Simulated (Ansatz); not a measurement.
## Electronic structure of C2H5ClO2Si in real space

```
atom    x (Å)    y (Å)    z (Å)
   O  -1.6996   0.7402  -0.1250
   C  -1.2401   0.7611   1.0723
   C  -0.0058   0.0922   1.2094
  Si   0.0647   0.4376  -0.8263
   O   2.1583  -0.7262  -0.8046
  Cl  -0.4629  -1.5592  -1.5888
   H  -1.7052   1.4472   1.8195
   H   0.6889   0.2947   2.0429
   H  -0.0446  -0.9812   0.9168
   H   2.6806  -0.2729  -1.4964
   H   1.6662  -1.4446  -1.2814
```

At this geometry the atoms fall into two loosely joined parts.

Theory: Ansatz, RKS LDA/def2-SVP.

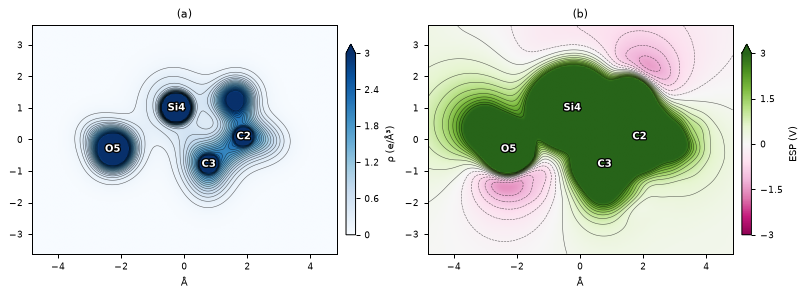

Figure 1. (a) total electron density; (b) molecular electrostatic potential on the plane of atoms C2, C3 and Si4.

Question: Read the bonding off the picture.

Answer: The plane passes through C, Si and O nuclei.
C–C (1.41 Å): ρ at the midpoint is about 2 e/Å³.
C–Si (2.07 Å): ρ is about 0.62 e/Å³ halfway, with its minimum of 0.54 e/Å³ about 1.3 Å from C.
Outside the dense part of the molecule the potential is most negative (−1.5 V) near O5.

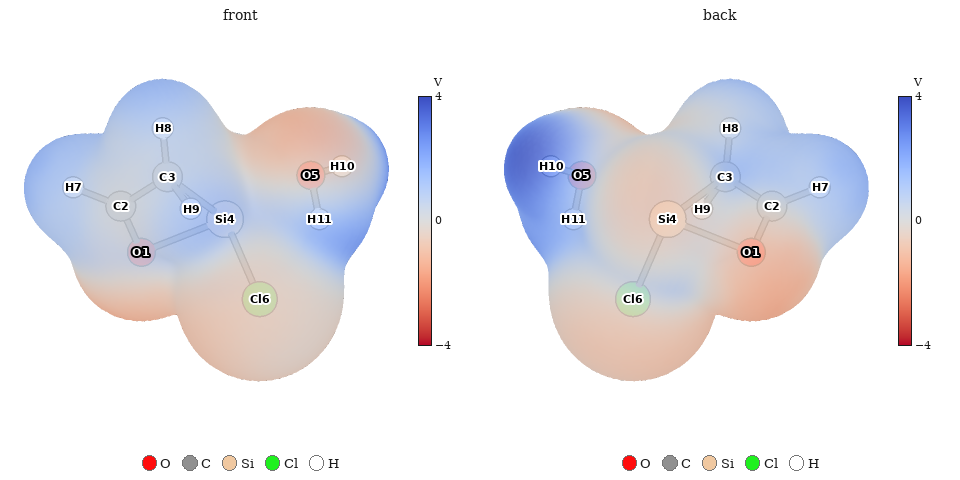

Figure 2. The molecular electrostatic potential painted on the density surface at 0.004 e/bohr³, seen from the front and from behind; the colour scale runs from red (negative) to blue (positive).

Question: Which sites attract a positive test charge, and which a negative one?

Answer: A positive charge is drawn to the negative regions and a negative charge to the positive ones. The most negative region (about −1.5 V) lies over O1, the most positive (about +3.4 V) over H10. O1 is the likeliest acceptor of a hydrogen bond.

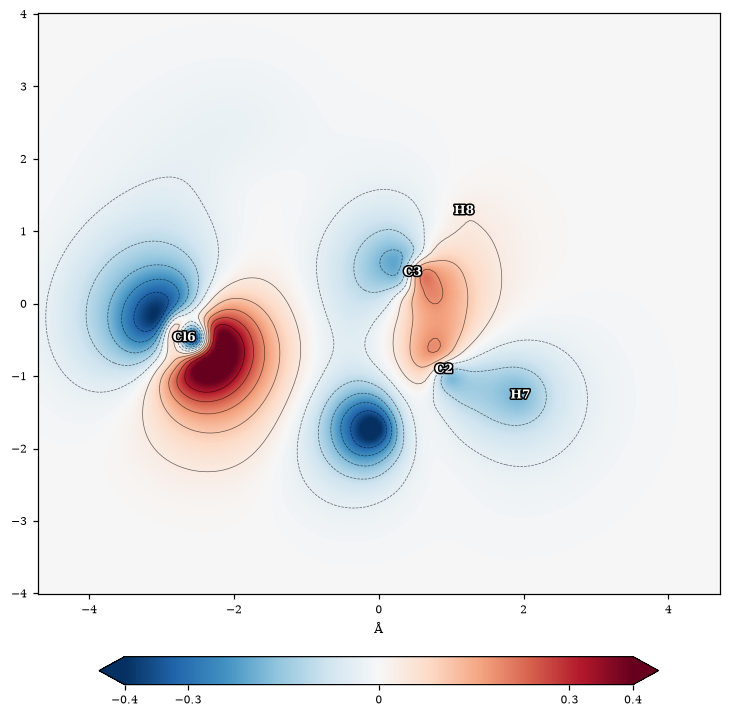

Figure 3. The HOMO−1 on the plane of atoms C2, C3 and H8 (values in Å⁻³ᐟ²; the overall sign is arbitrary).

Question: Where does this orbital lie, and at what energy?

Answer: By Hirshfeld shares it lies mainly on Cl6 (about 35 %), O5 (about 15 %), C3 (about 15 %), O1 (about 15 %) and Si4 (about 10 %). Its energy is −7.04 eV.

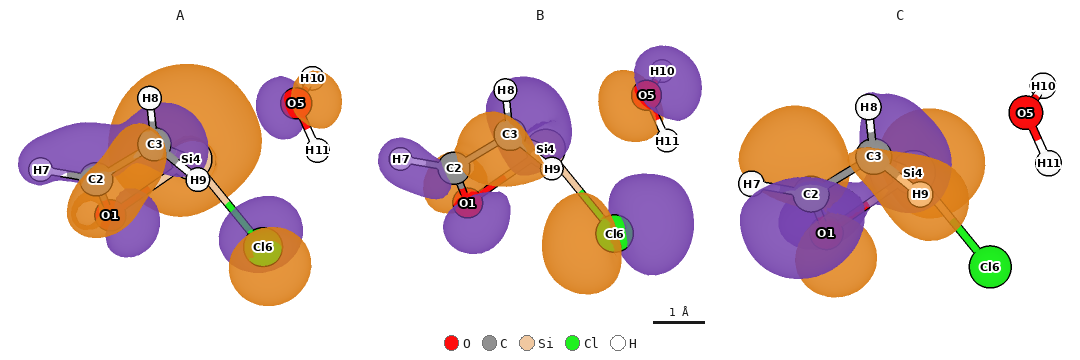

Figure 4. Three frontier orbitals at ±0.1 Å⁻³ᐟ² (orange and purple are the two phases), in no order.

Question: Which picture is the HOMO−1, the HOMO and the LUMO?

Answer: B is the HOMO−1 (−7.04 eV). Its weight (Hirshfeld) is mainly on Cl6 (about 35 %), O5 (about 15 %), C3 (about 15 %), O1 (about 15 %) and Si4 (about 10 %). A is the HOMO (−5.33 eV). By Hirshfeld shares it lies mainly on Si4 (about 55 %), Cl6 (about 15 %), C2 (about 10 %), C3 (about 10 %) and O1 (about 5 %). C is the LUMO (−2.50 eV). It lies mainly on C2 (about 40 %), O1 (about 20 %), Si4 (about 15 %) and C3 (about 10 %).

Question: What is the HOMO–LUMO gap?

Answer: 2.83 eV between the orbital energies.
